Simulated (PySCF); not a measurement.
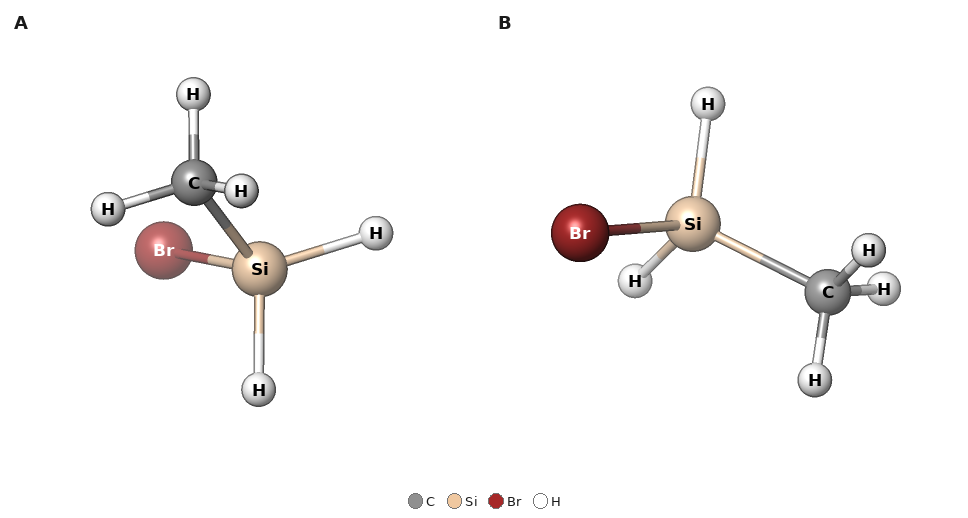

Atoms fade into the background with distance from the viewer. Computed geometry: PBE0-D3(BJ)/def2-SVP optimisation. No frequency run is at hand to confirm it as a minimum.

Q: Can A be turned into B by a rotation alone?

A: Yes. They are the same structure, CH5BrSi (C[SiH2]Br), seen from two directions. With point group Cs it is achiral, so its mirror image would be the same too.
